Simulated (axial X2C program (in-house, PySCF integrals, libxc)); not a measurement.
Relativistic diatomic calculation for NaF⁻

- system: NaF⁻, single determinant with M_S = 1/2 and |Λ| = 0.
- method: BP86, spin-free X2C-1e, Na dyall-av3z, F dyall-av3z (cores contracted) (axial X2C program (in-house, PySCF integrals, libxc))

**Output**
```
spin-free X2C-1e  BP86
basis functions 130  fitting functions 648  grid points 4359
iter        total energy     max residual
   1       -262.570197420     5.19e-02
   2       -262.571036202     1.44e-02
   3       -262.571799364     2.11e-02
   4       -262.572666760     5.18e-03
   5       -262.572724278     9.07e-04
   6       -262.572732562     7.54e-04
   7       -262.572739972     3.71e-04
   8       -262.572748237     2.67e-04
   9       -262.572749406     1.31e-04
  10       -262.572750023     9.67e-05
  11       -262.572750352     6.74e-05
  12       -262.572750444     2.86e-05
  13       -262.572750470     1.76e-05
  14       -262.572750477     7.80e-06
converged
one-electron -424.82175980  Coulomb 161.29426876  exact exchange 0.00000000  xc functional -25.12218522  nuclear repulsion 26.07692577
```

**The points of the curve**

```tsv
R (Å)	E (hartree)	dipole (D; origin at the first atom, positive when the second is positive)	highest filled (eV)	lowest empty (eV)
1.748	−262.557207	3.93	0.75	1.13
1.828	−262.566080	3.16	0.75	1.14
1.889	−262.569909	2.58	0.75	1.15
1.949	−262.571976	2.00	0.75	1.16
2.009	−262.572750	1.43	0.75	1.17
2.079	−262.572433	0.75	0.74	1.19
2.150	−262.571208	0.09	0.74	1.20
2.240	−262.568739	−0.75	0.73	1.22
2.350	−262.564947	−1.76	0.71	1.24
2.511	−262.558804	−3.15	0.67	1.26
```

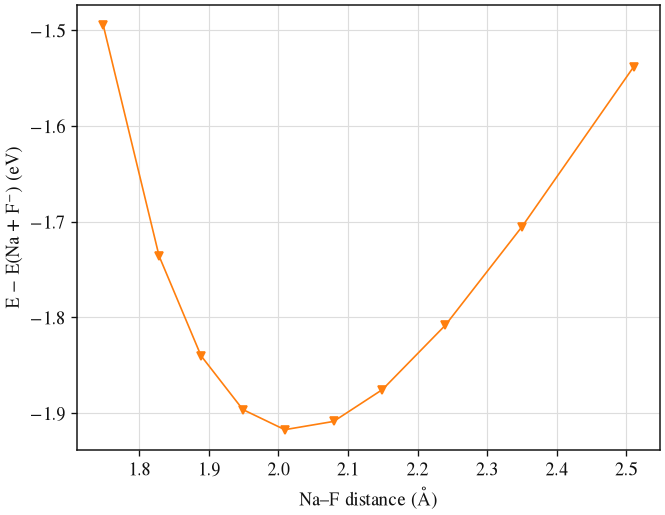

*Energy at 10 bond lengths, for one set of occupations held fixed; the line joins the points.*

A polynomial of degree 6 through 9 points gives rₑ = 2.024 Å, ωₑ = 417.7 cm⁻¹, ωₑxₑ = 4.2 cm⁻¹ and Bₑ = 0.3955 cm⁻¹. The minimum lies 1.92 eV below Na + F⁻, each computed as one determinant at the same level.

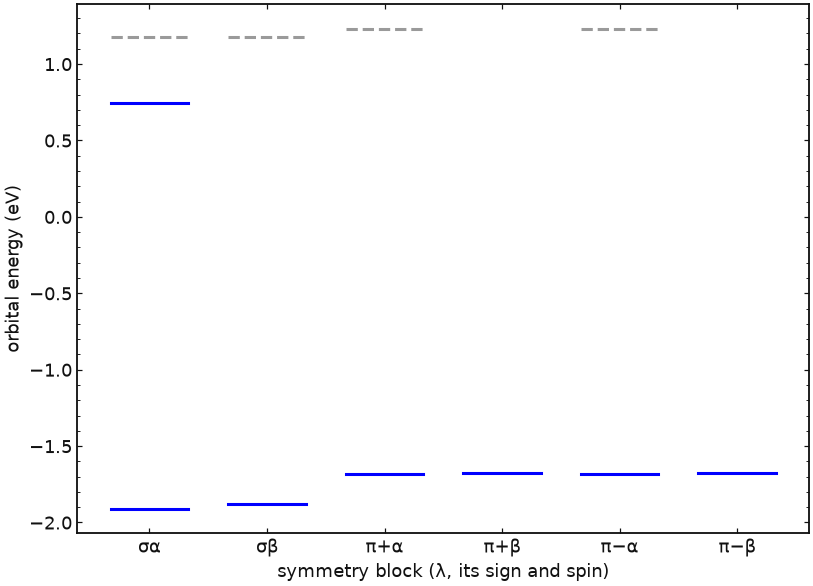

*Orbital energies near the frontier at 2.01 Å, filled (solid) and empty (dashed); a label such as π−α means λ = −1 and α spin.*

The highest filled orbital (σα; 69 % Na s, 28 % Na p) lies at 0.75 eV, the lowest empty one (σβ; 55 % Na s, 44 % Na p) at 1.17 eV. A filled level above zero is held only by the finite basis .

**Input file**
```
{"zs": [11, 9], "q": -1, "bas": ["dyall-av3z", "dyall-av3z"], "levels": ["PBE0", "HF", "BP86"], "cc": true, "r0": 2.19, "thr": -1.0, "nmax": 90, "npts": 10, "nst": 2, "ntry": 6}
```

The line is the task of a batch: nuclear charges, charge, bases, the levels to run, a first guess of the distance and further settings. This report covers BP86 without spin-orbit coupling. The log is that of the reference distance 2.009 Å.

The run was one of a batch that the task file lists, launched with:
```bash
python <driver script> task.json out
```

**Summary**

```tsv
quantity	value
outcome	converged; a filled level lies above zero
bond length rₑ	2.024 Å
ωₑ	417.7 cm⁻¹
energy at the minimum	−262.57278 hartree
depth below the fragments	1.92 eV
largest ⟨S²⟩ along the curve	0.75
hardware	1 thread of Arm Neoverse V1, 24 GiB of memory available, shared host
wall time	2.7 s
peak memory	0.49 GiB
```

**Notes**

The highest filled level (BP86, up to 0.75 eV) lies above zero. That is common for anions, where the functional's self-interaction leaves the outer electrons unbound; only the finite basis holds them, so such levels depend on it.
